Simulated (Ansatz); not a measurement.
A series of calculations on BSiH₄O

## 1. Relaxation

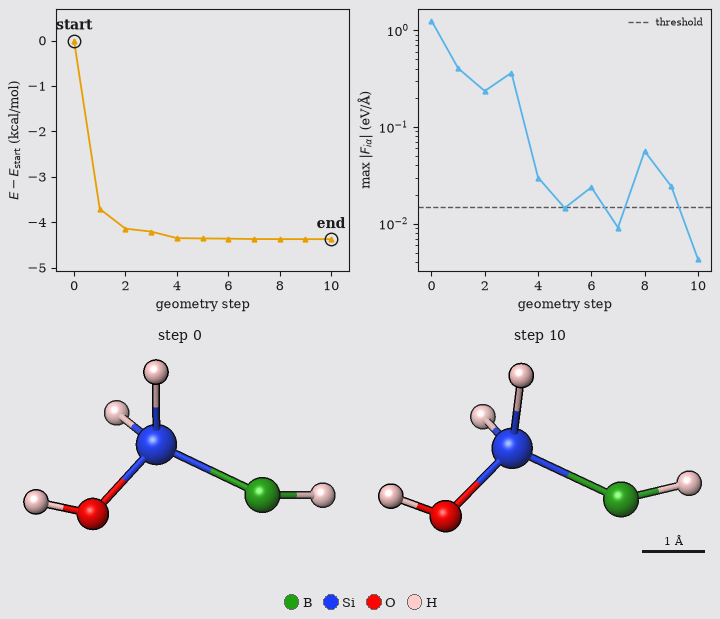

First and last geometry of a relaxation of BSiH$_{4}$O (multiplicity 2), with the history of the run. The picture is a ball-and-stick view, seen at a tilt.

The run prepares an end point of a later path (torsion) calculation, from a guessed geometry.

Level of theory: UKS PBE0/def2-SVP (Ansatz 0.2.0).

The input:
```yaml
crystal:
  periodic: [false, false, false]
  atoms:
    - { symbol: B, position_ang: [-1.44818, -0.4261, -0.78934] }
    - { symbol: Si, position_ang: [0.14033, 0.27648, 0.01317] }
    - { symbol: O, position_ang: [1.01073, -1.01491, 0.54324] }
    - { symbol: H, position_ang: [-2.56725, -0.18099, -0.95998] }
    - { symbol: H, position_ang: [0.95524, 1.03811, -0.96281] }
    - { symbol: H, position_ang: [0.06216, 1.20195, 1.17249] }
    - { symbol: H, position_ang: [1.84696, -0.89454, 0.98322] }
magnetization:
  spin_polarized: true
  initial_magnetization: 1
basis:
  gaussian: { orbitals: def2-SVP }
hamiltonian:
  xc: pbe0
relax:
  f_tol: 0.015
  max_steps: 40
```

Run as
```bash
ansatz run input.yaml --threads 1 --pin off --max-ram 2048MiB --backend cpu --events-out ev --progress --plain --runs-dir out
```

**Did the run converge, and what did it change?**

It converged. The energy falls by 4.37 kcal/mol in 10 geometry steps. Largest force component: 1.3 eV/Å at the start, 0.0043 eV/Å at the end. The forces were under the threshold at step 5, but the run went on from there. The largest move after the best rigid fit is that of H4, 0.23 Å. Largest moves by element: H 0.23 Å, B 0.18 Å, O 0.13 Å, Si 0.09 Å. Some distances before and after: B1–Si2 1.913 → 1.975 Å, B1–H4 1.158 → 1.203 Å, Si2–O3 1.645 → 1.671 Å, Si2–H5 1.482 → 1.504 Å. Among the angles between lasting bonds that change: B1–Si2–H6 120.8° → 108.7°, O3–Si2–H6 105.4° → 110.8°, Si2–O3–H7 120.9° → 115.8°. Groups turn about B1–Si2 by about 35°. The run took 65 s on 1 thread of Arm Neoverse N1, on a shared host, peak memory 0.15 GiB.

## 2. Relaxation

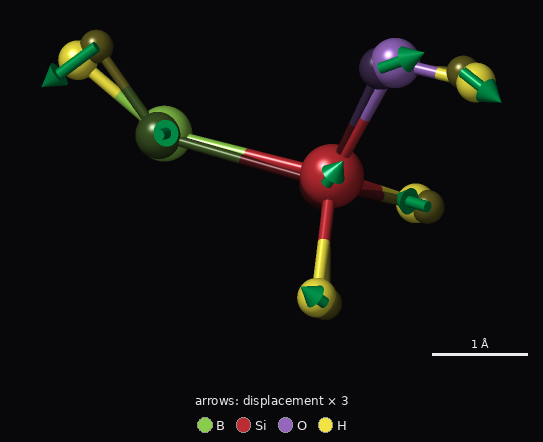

A relaxation of BSiH4O (multiplicity 2). The starting structure is drawn faded, the final one solid; green arrows show the displacements, magnified 3 times. The two geometries are superimposed by the best rigid fit.

A ball-and-stick model, seen at a tilt.

The run prepares an end point of a later path (torsion) calculation, from a guessed geometry.

These are results of Ansatz, UKS PBE0/def2-SVP, not measurements.

Input file:
```yaml
crystal:
  periodic: [false, false, false]
  atoms:
    - { symbol: B, position_ang: [-1.44818, -0.4261, -0.78934] }
    - { symbol: Si, position_ang: [0.14033, 0.27648, 0.01317] }
    - { symbol: O, position_ang: [-0.34627, 1.24642, 1.24958] }
    - { symbol: H, position_ang: [-2.56725, -0.18099, -0.95998] }
    - { symbol: H, position_ang: [1.00091, -0.80084, 0.55675] }
    - { symbol: H, position_ang: [1.09481, 1.09492, -0.77787] }
    - { symbol: H, position_ang: [0.28884, 1.7072, 1.78964] }
magnetization:
  spin_polarized: true
  initial_magnetization: 1
basis:
  gaussian: { orbitals: def2-SVP }
hamiltonian:
  xc: pbe0
relax:
  f_tol: 0.015
  max_steps: 40
```

Command:
```bash
ansatz run input.yaml --threads 1 --pin off --max-ram 2048MiB --backend cpu --events-out ev --progress --plain --runs-dir out
```

Q: Describe the change and its energy.

A: The largest move after the best rigid fit is that of H4, 0.25 Å. By element the largest moves are H 0.25 Å, O 0.19 Å, B 0.14 Å, Si 0.12 Å. Some distances before and after: B1–Si2 1.913 → 1.966 Å, B1–H4 1.158 → 1.201 Å, Si2–O3 1.645 → 1.674 Å, Si2–H5 1.482 → 1.501 Å. Among the angles between lasting bonds that change: B1–Si2–H6 120.8° → 105.8°, Si2–B1–H4 141.8° → 150.3°, B1–Si2–O3 106.6° → 114.5°. Groups turn about B1–Si2 by about 25°. The energy falls by 6.06 kcal/mol in 5 geometry steps. The largest force component goes from 1.2 to 0.009 eV/Å.

## 3. Path

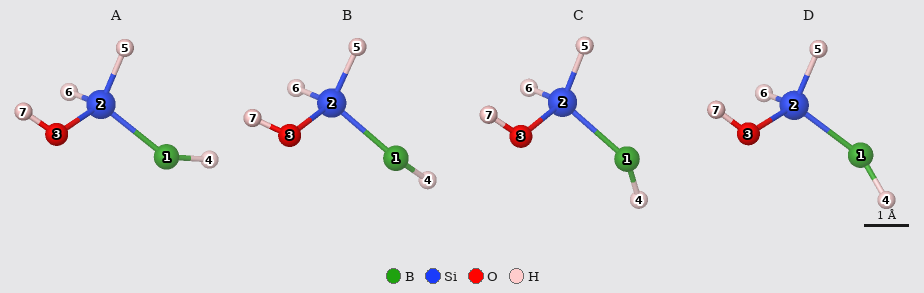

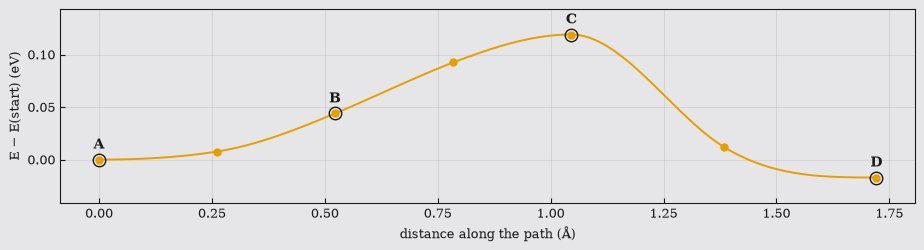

NEB run on BSiH4O (multiplicity 2). Images are numbered from 0 (start) to 6 (end). Frames A to D are images 0, 2, 4, 6. The picture is a ball-and-stick view, seen at a tilt.

Theory: UKS PBE0/def2-SVP (Ansatz 0.2.0). Set-up: 5 movable images; climbing image; force threshold 0.05 eV/Å; iteration limit 53; starting path through a guess of the saddle point.

**Read off the barrier and say what moves.**

The motion is a rotation about the B1–Si2 bond by about 175°. No bond forms or breaks between the ends. Among the angles between lasting bonds that change up to the highest image: B1–Si2–O3 110.5° → 102.7°, B1–Si2–H6 108.7° → 114.0°. Forward barrier 0.119 eV, backward barrier 0.136 eV, with image 4 at the top; the reaction energy is −0.017 eV. The band converged in 9 iterations. The largest component of the band force went from 3.9 to 0.03 eV/Å. The climbing image converged on the top of the path. Its vibrational analysis gives one imaginary mode (387i cm⁻¹), as a transition state must have.

The run took 4.7 min on 1 thread of Arm Neoverse N1, with other jobs on the host, peak memory 0.16 GiB.
